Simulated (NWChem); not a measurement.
# One shape, several levels: KLi (Lithium Potassium)

We compute a comparison of 6 runs (HF/def2-SVP, CAM-B3LYP/pcseg-2, wB97X/3-21G, SVWN5/def2-TZVP, MP2/def2-SVP, MP2/pcseg-2) of KLi (Lithium Potassium). 

The calculation is run with NWChem 7.3.0.

4 further runs of the same task are left out: 4 set aside as unsound or not needed.

### Step 1. The system as given

The species is KLi (2 atoms), meant as a singlet with charge 0. SMILES: `[Li][K]`. The bond length is the measured one.

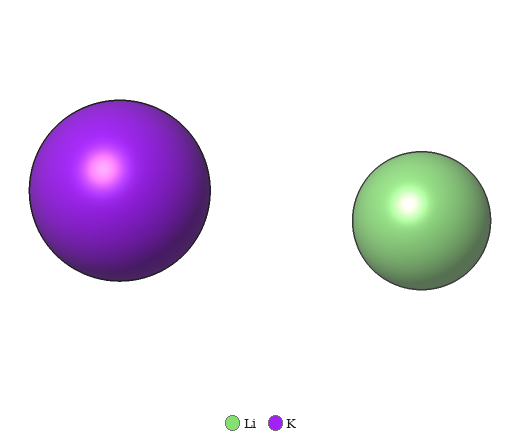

Viewed from a chosen angle; lithium green, potassium purple.

### Step 2. Energy and gradient at HF/def2-SVP (run 1)

File kli.nw:

```
start kli
title "Lithium Potassium"
memory 2200 mb

geometry noautosym nocenter noautoz
 Li       0.000000       0.000000       0.000000
 K        0.000000       0.000000       3.270000
end

basis spherical bse
 * library def2-SVP
end

scf
 singlet
 rhf
 thresh 1e-08
 maxiter 80
 print low
end

task scf gradient
```

Command:

```sh
$ nwchem kli.nw > kli.out
```

Standard output:

```text
[...]
  functions       =    33
[...]
  wavefunction    = RHF
[...]
         Total SCF energy =   -606.500776845862
      One-electron energy =   -851.950326685439
      Two-electron energy =    236.225359260684
 Nuclear repulsion energy =      9.224190578894
        Time for solution =      0.9s
[...]
                         RHF ENERGY GRADIENTS
    atom               coordinates                        gradient
                 x          y          z           x          y          z
   1 Li      0.000000   0.000000   0.000000   -0.000000  -0.000000   0.005902
   2 K       0.000000   0.000000   6.179404    0.000000   0.000000  -0.005902
 Task  times  cpu:        1.2s     wall:        1.2s
 Total times  cpu:        1.3s     wall:        1.3s
```

Run time: 1.9 s. Hardware: 1 thread of Intel Xeon Platinum 8488C (Sapphire Rapids), shared host; peak memory 0.096 GiB.

### Step 3. Energy and forces at CAM-B3LYP/pcseg-2 (run 2)

File kli.nw:

```
start kli
memory stack 880 mb heap 220 mb global 1100 mb

geometry units atomic noautosym nocenter noautoz
 Li  0.00000000  0.00000000  0.00000000
 K   0.00000000  0.00000000  6.17940443
end

basis spherical bse
 * library pcseg-2
end

dft
 xc xcamb88 1.00 lyp 0.81 vwn_5 0.19 hfexch 1.00
 cam 0.33 cam_alpha 0.19 cam_beta 0.46
 grid xfine
 convergence energy 1e-08
 direct
 maxiter 100
 mulliken
 print low
end

task dft gradient
```

Command:

```sh
$ nwchem kli.nw > kli.out
```

Standard output:

```text
[...]
 d= 0,ls=0.0,diis     1   -607.4350388852 -6.17D+02  8.22D-03  8.81D-02     1.0
[...]
 d= 0,ls=0.0,diis     8   -607.4411189723 -7.42D-10  3.20D-07  7.11D-12     7.7
         Total DFT energy =     -607.441118972269
      One electron energy =     -852.583951812833
           Coulomb energy =      271.205403227623
    Exchange-Corr. energy =      -35.286760298190
 Nuclear repulsion energy =        9.224189911130
[...]
      Total Density - Mulliken Population Analysis
     ---------------------------------------------
    Atom       Charge   Shell Charges
 -----------   ------   -------------------------------------------------------
    1 Li   3     3.12   2.04 -0.08  0.55  0.57  0.02  0.02  0.00
    2 K   19    18.88   2.00  2.00  1.19  0.78  0.51  0.31  6.00  5.47  0.53  0.06  0.00  0.01  0.02
[...]
                         DFT ENERGY GRADIENTS
    atom               coordinates                        gradient
                 x          y          z           x          y          z
   1 Li      0.000000   0.000000   0.000000    0.000000   0.000000   0.001155
   2 K       0.000000   0.000000   6.179404   -0.000000  -0.000000  -0.001155
 Task  times  cpu:       10.2s     wall:       10.2s
 Total times  cpu:       10.3s     wall:       10.3s
```

It took 11 s on 1 thread of Intel Xeon Platinum 8488C (Sapphire Rapids), shared host; peak memory 0.12 GiB.

### Step 4. Energy and gradient at wB97X/3-21G (run 3)

File struct.nw:

```
start struct
title "KLi"
memory stack 880 mb heap 220 mb global 1100 mb

geometry noautosym nocenter noautoz
 Li    0.000000    0.000000    0.000000
 K     0.000000    0.000000    3.270000
end

basis spherical bse
 * library 3-21G
end

dft
 xc wb97x
 mult 1
 grid xfine
 convergence energy 1e-08
 maxiter 100
 mulliken
 noprint "final vectors analysis"
end

task dft gradient
```

Command:

```sh
$ nwchem struct.nw > struct.out
```

Standard output:

```text
[...]
          Wavefunction type:  closed shell.
          No. of atoms     :     2
          No. of electrons :    22
[...]
          Charge           :     0
          Spin multiplicity:     1
[...]
          AO basis - number of functions:    26
[...]
              XC Information
              --------------
                       wb97x  Method XC Functional
                     Hartree-Fock (Exact) Exchange  1.000
                         wb97x Exchange Functional  1.000
                      wb97x Correlation Functional  1.000
[...]
 d= 0,ls=0.0,diis     1   -604.3389819940 -6.14D+02  8.12D-03  1.02D-02     0.7
[...]
 d= 0,ls=0.0,diis     7   -604.3421153226 -3.73D-09  4.94D-06  8.78D-11     4.0
         Total DFT energy =     -604.342115322581
      One electron energy =     -848.679572131404
           Coulomb energy =      270.326842968726
    Exchange-Corr. energy =      -35.213576738796
 Nuclear repulsion energy =        9.224190578894
[...]
      Total Density - Mulliken Population Analysis
     ---------------------------------------------
    Atom       Charge   Shell Charges
 -----------   ------   -------------------------------------------------------
    1 Li   3     3.26   1.99  0.29  0.05  0.91  0.03
    2 K   19    18.74   2.00  2.00  6.00  2.00  5.92  0.52  0.19  0.16 -0.03
[...]
  wavefunction    = closed shell
[...]
                         DFT ENERGY GRADIENTS
    atom               coordinates                        gradient
                 x          y          z           x          y          z
   1 Li      0.000000   0.000000   0.000000   -0.000000   0.000000   0.002653
   2 K       0.000000   0.000000   6.179404    0.000000  -0.000000  -0.002653
[...]
```

Wall time 6 s (1 thread of Intel Xeon Platinum 8488C (Sapphire Rapids), shared host); peak memory 0.11 GiB.

Runs 4 to 5 aren't shown in full; the table further down has their settings and results.

### Step 5. Energy and forces at MP2/pcseg-2 (run 6)

File run.py:

```python
from ase import Atoms
from ase.calculators.nwchem import NWChem

system = Atoms(['Li', 'K'], positions=[
    [0.000000, 0.000000, 0.000000],
    [0.000000, 0.000000, 3.270000],
])

calc = NWChem(
    label='sp',
    theory='mp2',
    memory='2200 mb',
    basis='pcseg-2',
    basispar='spherical bse',
    scf={'nopen': '0', 'rhf': None, 'thresh': '1e-08', 'maxiter': '80'},
    mp2={'freeze': 'core 5', 'tight': None},
)
system.calc = calc

forces = system.get_forces()
print(f"energy = {system.get_potential_energy():.6f} eV")
print("forces (eV/A):")
for s, f in zip(system.symbols, forces):
    print(f"{s:2s} {f[0]:10.5f} {f[1]:10.5f} {f[2]:10.5f}")
```

Command:

```sh
$ export ASE_NWCHEM_COMMAND="nwchem PREFIX.nwi > PREFIX.nwo"
$ python run.py
```

Standard output:

```text
energy = -16510.814280 eV
forces (eV/A):
Li   -0.00000   -0.00000   -0.07703
K     0.00000    0.00000    0.07703
```

The calculator wrote sp.nwi:

```
title "sp"

permanent_dir sp

scratch_dir sp

start sp

geometry units angstrom nocenter noautosym noautoz
  Li 0.0000000000000000e+00 0.0000000000000000e+00 0.0000000000000000e+00
  K  0.0000000000000000e+00 0.0000000000000000e+00 3.2700000000000000e+00
end

memory 2200 mb

basis spherical bse noprint
   * library pcseg-2
end

scf
  nopen 0
  rhf
  thresh 1e-08
  maxiter 80
end
mp2
  freeze core 5
  tight
end

task mp2 gradient
```

sp.nwo (excerpt; [...] marks lines left out):

```text
[...]
         Total SCF energy =   -606.580081620874
[...]
                         mp2 ENERGY GRADIENTS
    atom               coordinates                        gradient
                 x          y          z           x          y          z
   1 Li      0.000000   0.000000   0.000000    0.000000   0.000000   0.001498
   2 K       0.000000   0.000000   6.179404   -0.000000  -0.000000  -0.001498
[...]
```

It took 26 s on 1 thread of Intel Xeon Platinum 8488C (Sapphire Rapids), shared host; peak memory 0.11 GiB.

### Step 6. Overview of the runs

| run | level | iteration cap | module | energy (Eh) | largest force (eV/Å) | wall time |
| --- | --- | --- | --- | --- | --- | --- |
| 1 | HF/def2-SVP | 80 | scf | -606.500777 | 0.303 | 1.9 s |
| 2 | CAM-B3LYP/pcseg-2 | 100 | dft | -607.441119 | 0.059 | 11 s |
| 3 | wB97X/3-21G | 100 | dft | -604.342115 | 0.136 | 6 s |
| 4 | SVWN5/def2-TZVP | 100 | dft | -605.551896 | 0.050 | 3.6 s |
| 5 | MP2/def2-SVP | 80 | mp2 | -606.565876 | 0.215 | 4.2 s |
| 6 | MP2/pcseg-2 | 80 | mp2 | -606.761238 | 0.077 | 26 s |

### Step 7. Results

```
                                                      quantity          value
                                           run 6: total energy  -606.76124 Eh
run 6: dipole moment (of the density that the program reports)         2.76 D
                    run 6: HOMO energy (Hartree–Fock orbitals)       -4.20 eV
                    run 6: LUMO energy (Hartree–Fock orbitals)        0.15 eV
                  run 6: HOMO–LUMO gap (Hartree–Fock orbitals)        4.34 eV
            run 6: correlation energy (5 core orbitals frozen)     -181.2 mEh
                               run 6: largest force on an atom     0.077 eV/Å
```

**Reading.** Over runs 3, 4, 5, 6 the dipole moment (its size) runs from 2.13 D (SVWN5/def2-TZVP) to 3.73 D (wB97X/3-21G). The two ends differ in method and basis. Totals of different functionals can't be ranked against each other. All runs together took 52 s, the longest 26 s.
